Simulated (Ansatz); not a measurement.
# UHF/def2-SVPD run of AlNH3O (SMILES [NH2][Al][OH])

Aim: the electronic atomisation energy of AlNH3O at UHF/def2-SVPD, from 5 runs. 

The calculation is run with Ansatz 0.2.0.

77 further runs of the same task are left out: 77 set aside as unsound or not needed.

## 1. Starting point

AlNH3O has 6 atoms, charge 0, and is taken as a doublet. SMILES: `[NH2][Al][OH]`. The shape is that of a PBE0-D4/def2-TZVP optimisation. This is one conformer, not always the lowest.

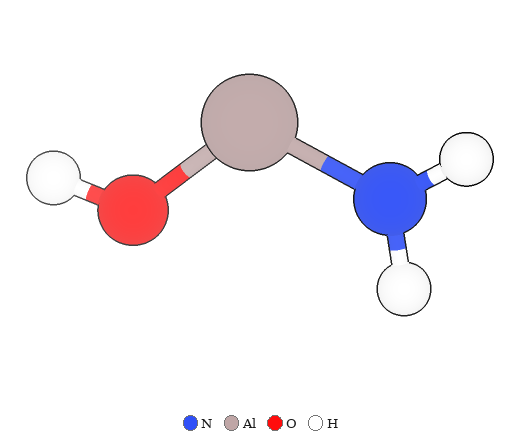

The structure, seen from a chosen angle (nitrogen blue, aluminium light grey, oxygen red, hydrogen white).

## 2. A single-point energy at UHF/def2-SVPD

input.yaml

```yaml
crystal:
  periodic: [false, false, false]
  atoms:
    - {symbol: "N", position_ang: [-0.923900, 0.240200, -0.760800]}
    - {symbol: Al, position_ang: [0.595200, 0.601300, 0.070700]}
    - {symbol: O, position_ang: [1.194100, -0.618500, 1.101200]}
    - {symbol: H, position_ang: [-1.434300, -0.623600, -0.657200]}
    - {symbol: H, position_ang: [-1.394700, 0.861600, -1.396800]}
    - {symbol: H, position_ang: [2.005700, -0.525100, 1.596800]}
basis:
  gaussian: {orbitals: def2-SVPD}
magnetization: {spin_polarized: true, initial_magnetization: 1}
hamiltonian: {xc: hf}
accuracy: high
output: {orbitals: {seedname: orbitals}}
```

Command:

```bash
ansatz run input.yaml --threads 1 --pin off --max-ram 3480MiB --events-out events.jsonl --progress --plain --runs-dir runs
```

The program printed:

```text
Warning: RAYON_NUM_THREADS=1 ignored (pool sized by the plan → 1); use --threads N
Functional definition: HF
  name "HF"
  exchange = exact_x
  correlation = 0
1783 factors; integrals over basis functions are off by at most 3.5e-9 eV
mean field evaluation 1: about -10141.1830 eV, gradient 3.4e1 eV
mean field evaluation 2: about -10141.1879 eV, gradient 3.4e1 eV
mean field evaluation 4: about -10146.3453 eV, gradient 2.7e0 eV
mean field evaluation 8: about -10146.4756 eV, gradient 2.1e-1 eV
mean field -10146.47668877 eV, -372.8761407835 hartree, gradient 4.3e-8 eV, S^2 0.752347; 0 other end points of the search recorded, 0 dependent functions left out
reference -10146.47668877 eV, -372.8761407835 hartree; 16, 15 occupied and 75, 76 virtual orbitals, 1783 factors
Total energy: -10146.47668877 eV, -372.8761407835 hartree
```

It took 3.3 s on 1 thread of Arm Neoverse V1, shared host; peak memory 0.26 GiB.

## 3. The Al atom, same level

in.yaml

```yaml
crystal:
  periodic: [false, false, false]
  atoms:
    - {symbol: Al, position_ang: [0.000000, 0.000000, 0.000000]}
basis:
  gaussian:
    orbitals: def2-SVPD
magnetization:
  spin_polarized: true
  initial_magnetization: 1
hamiltonian:
  xc: hf
accuracy: high
```

Run the same way, it converges to -241.79074 Eh (log not shown).

## 4. The H atom at the same level

input.yaml

```yaml
crystal:
  periodic: [false, false, false]
  atoms:
    - {symbol: H, position_ang: [0.000000, 0.000000, 0.000000]}
basis:
  gaussian:
    orbitals: def2-SVPD
magnetization:
  spin_polarized: true
  initial_magnetization: 1
accuracy: high
hamiltonian:
  xc: hf
```

Run the same way, it converges to -0.49928 Eh (log not shown).

## 5. The N atom, same level

in.yaml

```yaml
crystal:
  periodic: [false, false, false]
  atoms:
    - {symbol: "N", position_ang: [0.000000, 0.000000, 0.000000]}
basis:
  gaussian:
    orbitals: def2-SVPD
total_charge: 0
magnetization:
  spin_polarized: true
  initial_magnetization: 3
hamiltonian:
  xc: hf
accuracy: high
```

Run the same way, it converges to -54.33726 Eh (log not shown).

## 6. The O atom at the same level

run.yaml

```yaml
crystal:
  periodic: [false, false, false]
  atoms:
    - symbol: O
      position_ang: [0.000000, 0.000000, 0.000000]
basis:
  gaussian: {orbitals: def2-SVPD}
magnetization: {spin_polarized: true, initial_magnetization: 2}
hamiltonian: {xc: hf}
accuracy: high
```

Run the same way, it converges to -74.72423 Eh (log not shown).

## 7. Results

At UHF/def2-SVPD:

| quantity | value |
| --- | --- |
| molecule: total energy | -372.87614 Eh |
| molecule: HOMO energy (highest over α and β) | -8.45 eV |
| molecule: LUMO energy (lowest over α and β) | 0.62 eV |
| molecule: ⟨S²⟩ | 0.752 |
| Al atom: total energy | -241.79074 Eh |
| Al atom: ⟨S²⟩ | 0.767 |
| H atom: total energy | -0.49928 Eh |
| H atom: ⟨S²⟩ | 0.750 |
| N atom: total energy | -54.33726 Eh |
| N atom: ⟨S²⟩ | 3.759 |
| O atom: total energy | -74.72423 Eh |
| O atom: ⟨S²⟩ | 2.009 |
| electronic atomisation energy | 14.315 eV |

Taking the molecule apart into free atoms costs 14.32 eV (1381 kJ/mol), before zero-point energy and without spin-orbit coupling. Hartree–Fock lacks the correlation of the bonding pairs, which as a rule makes this value much too low; in minimal bases other errors can mask that.
